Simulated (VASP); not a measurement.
# How plane-wave cutoff and smearing change a VASP run on NiPt

A convergence test on NiPt: the plane-wave cutoff and smearing. The atoms are off their equilibrium sites, so that forces can be compared too. The series runs use r2SCAN. The plane-wave cutoff tried: ENCUT = 160; ENCUT = 200; ENCUT = 240; ENCUT = 270; ENCUT = 310; ENCUT = 350; ENCUT = 430; ENCUT = 540. The smearing tried: ISMEAR = 0, SIGMA = 0.01; ISMEAR = 0, SIGMA = 0.05; ISMEAR = 0, SIGMA = 0.1; ISMEAR = 0, SIGMA = 0.2; ISMEAR = 0, SIGMA = 0.5; ISMEAR = 2, SIGMA = 0.01; ISMEAR = 2, SIGMA = 0.05; ISMEAR = 2, SIGMA = 0.1; ISMEAR = 2, SIGMA = 0.2; ISMEAR = 2, SIGMA = 0.5; ISMEAR = -5. The atoms of the start are displaced at random from the sites of a P4/mmm cell.

Calculated with VASP 6.6.1; r2SCAN, spin-polarised from a ferromagnetic start (one magnetic atom a cell); plane waves and PAW (Ni, Pt).

**1. Set-up**

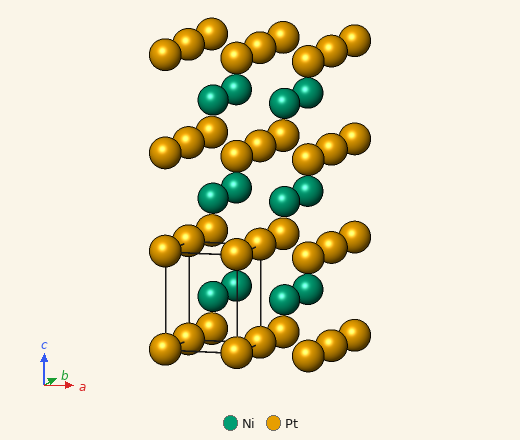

The starting structure, seen slightly off an axis (nickel teal, platinum orange). 2×2×3 cells are drawn. Some periodic images of atoms are drawn too.

As a file:

```cif
data_structure
_symmetry_space_group_name_H-M 'Pmm2'
_symmetry_Int_Tables_number 25
_cell_length_a 2.7099
_cell_length_b 3.5783
_cell_length_c 2.7099
_cell_angle_alpha 90.000
_cell_angle_beta 90.000
_cell_angle_gamma 90.000
_cell_volume 26.28
loop_
_atom_site_label
_atom_site_type_symbol
_atom_site_symmetry_multiplicity
_atom_site_Wyckoff_symbol
_atom_site_fract_x
_atom_site_fract_y
_atom_site_fract_z
_atom_site_occupancy
Ni1 Ni 1 b 0.00000 0.50000 0.48845 1
Pt1 Pt 1 c 0.50000 0.00000 0.00931 1
```

**2. Plane-wave cutoff: ENCUT = 160**

The basis grows with ENCUT, and energy and stress both move with it. r2SCAN adds the kinetic-energy density, costs more than a GGA and is run with LASPH.

INCAR reads:

```
SYSTEM = NiPt
PREC = Accurate
ENCUT = 160
EDIFF = 1E-06
NELM = 100
ISMEAR = -1
SIGMA = 0.05
LREAL = .FALSE.
ALGO = Normal
METAGGA = R2SCAN
LASPH = .TRUE.
NBANDS = 17
ISPIN = 2
MAGMOM = 1 0
LMAXMIX = 4
LORBIT = 11
LWAVE = .FALSE.
LCHARG = .FALSE.
KPAR = 2
ISIF = 2
```

POSCAR reads:

```
NiPt
1.0
    2.7099397941      0.0000000000      0.0000000000
    0.0000000000      2.7099397941      0.0000000000
    0.0000000000      0.0000000000      3.5783200000
Ni Pt
1 1
Direct
    0.4942610000      0.5115520000      0.5099310000
   -0.0057030000     -0.0093140000      0.0092740000
```

KPOINTS reads:

```
Automatic mesh
0
Gamma
8 8 6
0 0 0
```

Potentials, in the order of the species: Ni and Pt (PBE family, release 64).

On the command line:

```console
$ mpirun -np 2 vasp_std
```

The program printed:

```text
[banner, memory and clock lines left out]
running    2 mpi-ranks, on    1 nodes
 distrk:  each k-point on    1 cores,    2 groups
 distr:  one band on    1 cores,    1 groups

 POSCAR found type information on POSCAR NiPt
 POSCAR found :  2 types and       2 ions
|                                                                             |
|               ----> ADVICE to this user running VASP <----                  |
|                                                                             |
|     You enforced a specific xc type in the INCAR file but a different       |
|     [... a line on the potential file left out ...]
|     I HOPE YOU KNOW WHAT YOU ARE DOING!                                     |
|                                                                             |

 LDA part: xc-table for (None), standard interpolation
 POSCAR, INCAR and KPOINTS ok, starting setup
 FFT: planning ... GRIDC
 FFT: planning ... GRID_SOFT
 FFT: planning ... GRID
 WAVECAR not read
 entering main loop
       N       E                     dE             d eps       ncg     rms          rms(c)
DAV:   1    -0.311708546686E+02   -0.31171E+02   -0.48652E+03 15924   0.457E+02
DAV:   2    -0.680715856815E+02   -0.36901E+02   -0.34916E+02 14490   0.118E+02
DAV:   3    -0.684534077175E+02   -0.38182E+00   -0.38013E+00 15700   0.123E+01
DAV:   4    -0.684542670327E+02   -0.85932E-03   -0.85926E-03 14992   0.592E-01
DAV:   5    -0.684542711682E+02   -0.41356E-05   -0.41352E-05 15357   0.410E-02    0.288E+01
DAV:   6    -0.644625837488E+02    0.39917E+01   -0.35991E+01 13556   0.811E+01    0.178E+01
DAV:   7    -0.596382592656E+02    0.48243E+01   -0.81728E+00 13934   0.516E+01    0.376E+00
DAV:   8    -0.597378955488E+02   -0.99636E-01   -0.32171E-01 13958   0.585E+00    0.152E+00
DAV:   9    -0.597521605084E+02   -0.14265E-01   -0.32923E-02 13878   0.245E+00    0.932E-01
DAV:  10    -0.597553641644E+02   -0.32037E-02   -0.65252E-03 14226   0.124E+00    0.262E-01
DAV:  11    -0.597559919965E+02   -0.62783E-03   -0.63048E-04 14095   0.268E-01    0.846E-02
DAV:  12    -0.597560447405E+02   -0.52744E-04   -0.57948E-05 15272   0.700E-02    0.337E-02
DAV:  13    -0.597560592743E+02   -0.14534E-04   -0.13849E-05 15470   0.436E-02    0.167E-02
DAV:  14    -0.597560611228E+02   -0.18486E-05   -0.20594E-06 13888   0.152E-02    0.542E-03
DAV:  15    -0.597560615292E+02   -0.40632E-06   -0.36255E-07  7557   0.596E-03
   1 F= -.59756062E+02 E0= -.59746842E+02  d E =-.184382E-01  mag=     0.9413
```

The job ended after 26 s (2 MPI ranks of Intel Xeon 6975P-C (Granite Rapids), shared host; peak memory 0.24 GiB).

The logs omit lines about the potential files and the build; timing stands in the text.

Parts of OUTCAR (step 2):

```text
ion  position               nearest neighbor table
   1  0.494  0.512  0.510-   2 2.59   2 2.59   2 2.59   2 2.59   2 2.65   2 2.65   2 2.65   2 2.65

  LATTYP: Found a simple tetragonal cell.
 ALAT       =     2.7099397941
 C/A-ratio  =     1.3204426193

 Subroutine GETGRP returns: Found  1 space group operations
 (whereof  1 operations were pure point group operations)

The static configuration has the point symmetry C_1 .

 Found    196 irreducible k-points:

   k-points           NKPTS =    196   k-points in BZ     NKDIM =    196   number of bands    NBANDS=     17

   dimension x,y,z NGX =    12 NGY =   12 NGZ =   16
   dimension x,y,z NGXF=    24 NGYF=   24 NGZF=   32

   ENCUT  =  160.0 eV  11.76 Ry    3.43 a.u.   2.79  2.79  3.69*2*pi/ulx,y,z

   NELECT =      20.0000    total number of electrons

 k-points in reciprocal lattice and weights: Automatic mesh
   0.00000000  0.00000000  0.00000000       0.003
   0.12500000  0.00000000  0.00000000       0.005
   0.00000000  0.12500000  0.00000000       0.005
   0.25000000  0.00000000  0.00000000       0.005
   0.00000000  0.25000000  0.00000000       0.005
   0.37500000  0.00000000  0.00000000       0.005
   0.00000000  0.37500000  0.00000000       0.005
   0.50000000  0.00000000  0.00000000       0.003
   0.00000000  0.50000000  0.00000000       0.003
[...]
-0.37500000  0.50000000  0.50000000       0.005
   0.50000000  0.50000000  0.50000000       0.003

 average (electrostatic) potential at core
       1 -88.0677       2 -70.6073

 E-fermi :   9.6001

 spin component 1
 k-point     1 :       0.0000    0.0000    0.0000
  band No.  band energies     occupation
    ...
      7       7.9724      1.00000
      8       8.2018      1.00000
      9       8.9678      1.00000
     10       8.9830      1.00000
     11       9.3567      0.99238
     12      13.5312      0.00000
     13      21.3509      0.00000
     14      22.5110      0.00000
     15      22.5475      0.00000
     16      29.2515      0.00000
    ...

 k-point     2 :       0.1250    0.0000    0.0000
  band No.  band energies     occupation
    ...
      7       7.4258      1.00000
      8       8.0559      1.00000
      9       8.2442      1.00000
     10       8.8810      1.00000
     11       9.0552      0.99998
     12      14.7159      0.00000
     13      19.9215      0.00000
     14      21.8739      0.00000
     15      23.3071      0.00000
     16      29.5899      0.00000
    ...

 k-point     3 :       0.0000    0.1250    0.0000
  band No.  band energies     occupation
    ...
      7       7.4213      1.00000
      8       8.0607      1.00000
      9       8.2319      1.00000
     10       8.8940      1.00000
     11       9.0459      0.99998
     12      14.7127      0.00000
     13      19.9314      0.00000
     14      21.8849      0.00000
     15      23.2793      0.00000
     16      29.5976      0.00000
    ...

 k-point     4 :       0.2500    0.0000    0.0000
  band No.  band energies     occupation
    ...
      7       7.2876      1.00000
      8       7.5578      1.00000
      9       8.1557      1.00000
     10       8.3476      1.00000
     11       8.9481      1.00000
     12      16.6689      0.00000
     13      17.3745      0.00000
     14      21.5657      0.00000
     15      25.3618      0.00000
     16      27.5684      0.00000
    ...

 k-point     5 :       0.0000    0.2500    0.0000
  band No.  band energies     occupation
    ...
      7       7.2994      1.00000
      8       7.5307      1.00000
      9       8.1640      1.00000
     10       8.3145      1.00000
     11       8.9615      1.00000
     12      16.6780      0.00000
     13      17.3620      0.00000
     14      21.5655      0.00000
     15      25.3541      0.00000
     16      27.5714      0.00000
    ...

 k-point     6 :       0.3750    0.0000    0.0000
  band No.  band energies     occupation
    ...
      7       7.1068      1.00000
      8       7.1718      1.00000
      9       7.6587      1.00000
     10       8.5415      1.00000
     11       9.0866      0.99997
     12      13.7381      0.00000
     13      20.1837      0.00000
     14      21.5850      0.00000
     15      25.5861      0.00000
     16      27.2230      0.00000
    ...

  Total      -50.1622124    -50.2463704    -49.8290010      0.0002267      0.0015926      0.0004785
  in kB    -3058.3614060  -3063.4924726  -3038.0456955      0.0138224      0.0971007      0.0291751
  external PRESSURE =   -3053.2998580 kB  Pullay stress =       0.0000000 kB

  energy-cutoff  :      160.00
  volume of cell :       26.28
      direct lattice vectors                 reciprocal lattice vectors
     2.709939794  0.000000000  0.000000000     0.369011888  0.000000000  0.000000000
     0.000000000  2.709939794  0.000000000     0.000000000  0.369011888  0.000000000
     0.000000000  0.000000000  3.578320000     0.000000000  0.000000000  0.279460753

 POSITION                                       TOTAL-FORCE (eV/Angst)
 -----------------------------------------------------------------------------------
      1.33942      1.38628      1.82470         0.004620     -0.605029     -0.046974
      2.69449      2.68470      0.03319        -0.004620      0.605029      0.046974
 -----------------------------------------------------------------------------------
    total drift:                                0.037069     -0.013078     -0.011869

  FREE ENERGIE OF THE ION-ELECTRON SYSTEM (eV)
  ---------------------------------------------------
  free  energy   TOTEN  =       -59.7560615292 eV

  energy  without entropy=      -59.7376233764  energy(sigma->0) =      -59.74684245

 total charge
# of ion       s       p       d       tot
------------------------------------------
    1        0.418   0.447   8.904   9.769
    2        0.697   0.693   8.519   9.910
--------------------------------------------------
tot          1.115   1.140  17.423  19.678

 magnetization (x)
# of ion       s       p       d       tot
------------------------------------------
    1       -0.005  -0.010   0.622   0.608
    2       -0.003  -0.023   0.397   0.371
--------------------------------------------------
tot         -0.008  -0.033   1.020   0.979

[... 6 further parts left out ...]
```

The magnetic state follows from one typed start and may not be the lowest. The k-mesh is coarse for a metal. SCAN-type functionals tend to overstate the moments of itinerant magnets. The PAW data sets were made with PBE, which is usual practice but a small mismatch for other functionals.

Numbers from this step:

- SCF cycles: 15
- electrons: 20
- bands: 17
- irreducible k-points: 196
- symmetry operations: 1
- free energy (TOTEN): -59.7561 eV
- energy at zero smearing: -59.7468 eV
- Fermi energy: 9.600 eV
- pressure: -305.3 GPa
- moment of the cell, from the last line of the log: 0.9413 μB
- metallic: yes

Spin moment in the PAW sphere by atom:

```
atom  spin moment in the PAW sphere (μB)
 Ni1                               0.608
 Pt2                               0.371
```

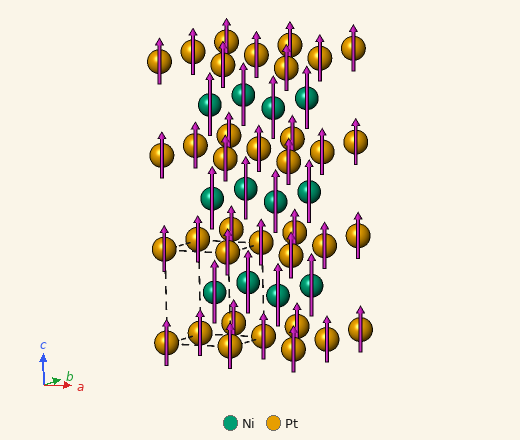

Spin moment in the PAW sphere as arrows, the longest 0.608 μB. Up and down stand for the sign. Arrows give size and sign along the axis of quantisation, drawn up and down the page. 2×2×3 cells are drawn. Some periodic images of atoms are drawn too.

The series starts at -29.8734 eV an atom and -305.33 GPa, after 15 cycles in 26 s.

**3. Plane-wave cutoff: ENCUT = 200**

Edit INCAR of step 2 so:

```diff
@@ -2,3 +2,3 @@
 PREC = Accurate
-ENCUT = 160
+ENCUT = 200
 EDIFF = 1E-06
```

POSCAR is that of step 2.

KPOINTS is that of step 2.

On the command line:

```console
$ mpirun -np 2 vasp_std
```

The program printed:

```text
[banner, memory and clock lines left out]
running    2 mpi-ranks, on    1 nodes
[...]
[... a notice as in an earlier step ...]

 LDA part: xc-table for (None), standard interpolation
 POSCAR, INCAR and KPOINTS ok, starting setup
[...]
entering main loop
       N       E                     dE             d eps       ncg     rms          rms(c)
DAV:   1    -0.164335201648E+02   -0.16434E+02   -0.54551E+03 15170   0.589E+02
DAV:   2    -0.683706459297E+02   -0.51937E+02   -0.48832E+02 14195   0.150E+02
DAV:   3    -0.691731372068E+02   -0.80249E+00   -0.79788E+00 15741   0.205E+01
DAV:   4    -0.691775391042E+02   -0.44019E-02   -0.44015E-02 15285   0.147E+00
[...]
DAV:  14    -0.631115131887E+02   -0.32669E-04   -0.28311E-05 14041   0.656E-02    0.178E-02
DAV:  15    -0.631115160957E+02   -0.29070E-05   -0.48259E-06 13516   0.349E-02    0.551E-03
DAV:  16    -0.631115162058E+02   -0.11005E-06   -0.48277E-07  6810   0.948E-03
   1 F= -.63111516E+02 E0= -.63103140E+02  d E =-.167523E-01  mag=     1.2460
```

Run time: 29 s. Hardware: 2 MPI ranks; peak memory 0.27 GiB; 57 s of CPU time.

Parts of OUTCAR (step 3):

```text
  Total      -11.1887547    -11.2304745    -11.2299517      0.0046858      0.0011202      0.0010959
  in kB     -682.1719757   -684.7156111   -684.6837359      0.2856897      0.0683001      0.0668172
  external PRESSURE =    -683.8571076 kB  Pullay stress =       0.0000000 kB

 POSITION                                       TOTAL-FORCE (eV/Angst)
 -----------------------------------------------------------------------------------
      1.33942      1.38628      1.82470         0.007950     -0.254871     -0.021747
      2.69449      2.68470      0.03319        -0.007950      0.254871      0.021747
 -----------------------------------------------------------------------------------
    total drift:                                0.007632     -0.024171     -0.011298

  FREE ENERGIE OF THE ION-ELECTRON SYSTEM (eV)
  ---------------------------------------------------
  free  energy   TOTEN  =       -63.1115162058 eV

  energy  without entropy=      -63.0947638987  energy(sigma->0) =      -63.10314005

 magnetization (x)
# of ion       s       p       d       tot
------------------------------------------
    1       -0.006  -0.016   0.899   0.878
    2       -0.003  -0.042   0.447   0.401
--------------------------------------------------
tot         -0.009  -0.058   1.346   1.279

[... 1 part as in an earlier step ...]

[... 2 further parts left out ...]
[key lines of the parts left out:]
E-fermi :   9.8973
```

Against the run before the energy moves by -1678.15 meV an atom and the pressure by +236.94 GPa, after 16 cycles in 29 s.

**4. Plane-wave cutoff: ENCUT = 240**

Edit INCAR of step 3 so:

```diff
@@ -2,3 +2,3 @@
 PREC = Accurate
-ENCUT = 200
+ENCUT = 240
 EDIFF = 1E-06
```

POSCAR is that of step 3.

KPOINTS is that of step 3.

On the command line:

```console
$ mpirun -np 2 vasp_std
```

The program printed:

```text
[... set-up lines as in an earlier step ...]
 entering main loop
       N       E                     dE             d eps       ncg     rms          rms(c)
DAV:   1    -0.484441625698E+01   -0.48444E+01   -0.60319E+03 15017   0.722E+02
DAV:   2    -0.679530285960E+02   -0.63109E+02   -0.58952E+02 14014   0.173E+02
DAV:   3    -0.692088580723E+02   -0.12558E+01   -0.12455E+01 15855   0.280E+01
DAV:   4    -0.692195000960E+02   -0.10642E-01   -0.10640E-01 15426   0.240E+00
[...]
DAV:  14    -0.636661686446E+02   -0.10199E-03   -0.10375E-04 14610   0.134E-01    0.296E-02
DAV:  15    -0.636661775071E+02   -0.88625E-05   -0.87169E-06 15169   0.491E-02    0.126E-02
DAV:  16    -0.636661766358E+02    0.87130E-06   -0.24867E-06 11935   0.189E-02
   1 F= -.63666177E+02 E0= -.63657816E+02  d E =-.167214E-01  mag=     1.3057
```

It took 43 s on 2 MPI ranks; peak memory 0.28 GiB.

From OUTCAR (step 4):

```text
  Total       -1.5588998     -1.5777461     -1.7832220      0.0049313      0.0059828      0.0007492
  in kB      -95.0452287    -96.1942784   -108.7220242      0.3006581      0.3647692      0.0456760
  external PRESSURE =     -99.9871771 kB  Pullay stress =       0.0000000 kB

 POSITION                                       TOTAL-FORCE (eV/Angst)
 -----------------------------------------------------------------------------------
      1.33942      1.38628      1.82470        -0.018698     -0.270222     -0.021908
      2.69449      2.68470      0.03319         0.018698      0.270222      0.021908
 -----------------------------------------------------------------------------------
    total drift:                               -0.040906      0.035970     -0.003253

  FREE ENERGIE OF THE ION-ELECTRON SYSTEM (eV)
  ---------------------------------------------------
  free  energy   TOTEN  =       -63.6661766358 eV

  energy  without entropy=      -63.6494551931  energy(sigma->0) =      -63.65781591

 magnetization (x)
# of ion       s       p       d       tot
------------------------------------------
    1       -0.005  -0.014   0.957   0.937
    2       -0.005  -0.043   0.446   0.398
--------------------------------------------------
tot         -0.010  -0.058   1.403   1.335

[... 1 part as in an earlier step ...]

[... 2 further parts left out ...]
[key lines of the parts left out:]
E-fermi :  10.0694
```

Against the run before the energy moves by -277.34 meV an atom and the pressure by +58.39 GPa, after 16 cycles in 43 s.

**5. Plane-wave cutoff: ENCUT = 270**

Edit INCAR of step 4 so:

```diff
@@ -2,3 +2,3 @@
 PREC = Accurate
-ENCUT = 240
+ENCUT = 270
 EDIFF = 1E-06
```

POSCAR is that of step 4.

KPOINTS is that of step 4.

On the command line:

```console
$ mpirun -np 2 vasp_std
```

The program printed:

```text
[... set-up lines as in an earlier step ...]
 entering main loop
       N       E                     dE             d eps       ncg     rms          rms(c)
DAV:   1     0.428917592114E+01    0.42892E+01   -0.64361E+03 14704   0.818E+02
DAV:   2    -0.675316852482E+02   -0.71821E+02   -0.67124E+02 13849   0.190E+02
DAV:   3    -0.691846569309E+02   -0.16530E+01   -0.16357E+01 15799   0.337E+01
DAV:   4    -0.692013231904E+02   -0.16666E-01   -0.16663E-01 15640   0.305E+00
[...]
DAV:  14    -0.637267881844E+02   -0.11319E-03   -0.11254E-04 14715   0.143E-01    0.342E-02
DAV:  15    -0.637267967209E+02   -0.85366E-05   -0.98701E-06 16292   0.593E-02    0.141E-02
DAV:  16    -0.637267959202E+02    0.80076E-06   -0.27011E-06 12697   0.200E-02
   1 F= -.63726796E+02 E0= -.63718430E+02  d E =-.167325E-01  mag=     1.3174
```

Wall time 40 s (2 MPI ranks); peak memory 0.32 GiB; 79 s of CPU time.

OUTCAR, selected parts (step 5):

```text
  Total       -0.1275397     -0.1318320     -0.3115816      0.0003398      0.0063303     -0.0014308
  in kB       -7.7760245     -8.0377194    -18.9969543      0.0207167      0.3859560     -0.0872364
  external PRESSURE =     -11.6035660 kB  Pullay stress =       0.0000000 kB

 POSITION                                       TOTAL-FORCE (eV/Angst)
 -----------------------------------------------------------------------------------
      1.33942      1.38628      1.82470         0.001363     -0.297093     -0.022525
      2.69449      2.68470      0.03319        -0.001363      0.297093      0.022525
 -----------------------------------------------------------------------------------
    total drift:                                0.002373     -0.006939     -0.003065

  FREE ENERGIE OF THE ION-ELECTRON SYSTEM (eV)
  ---------------------------------------------------
  free  energy   TOTEN  =       -63.7267959202 eV

  energy  without entropy=      -63.7100633772  energy(sigma->0) =      -63.71842965

 magnetization (x)
# of ion       s       p       d       tot
------------------------------------------
    1       -0.005  -0.014   0.969   0.950
    2       -0.005  -0.044   0.444   0.395
--------------------------------------------------
tot         -0.010  -0.058   1.413   1.345

[... 1 part as in an earlier step ...]

[... 2 further parts left out ...]
[key lines of the parts left out:]
E-fermi :  10.1016
```

Against the run before the energy moves by -30.31 meV an atom and the pressure by +8.84 GPa, after 16 cycles in 40 s.

[end of part 1 of 4]

[Lines on the potential files, build, host, timing and source positions are cut from VASP's logs without a mark.]

[Logs are printed without paths, hosts, clocks, repeated set-up lines and the standing remarks that a program may print on its own settings, such as how far it seeks lower states.]

[Hosts, paths, dates, database ids (printed as entryN), source tags and the programs' standing remarks are cut or masked in the printed files.]

[A measured line is paired with the nearest computed mode of its activity, which favours agreement.]
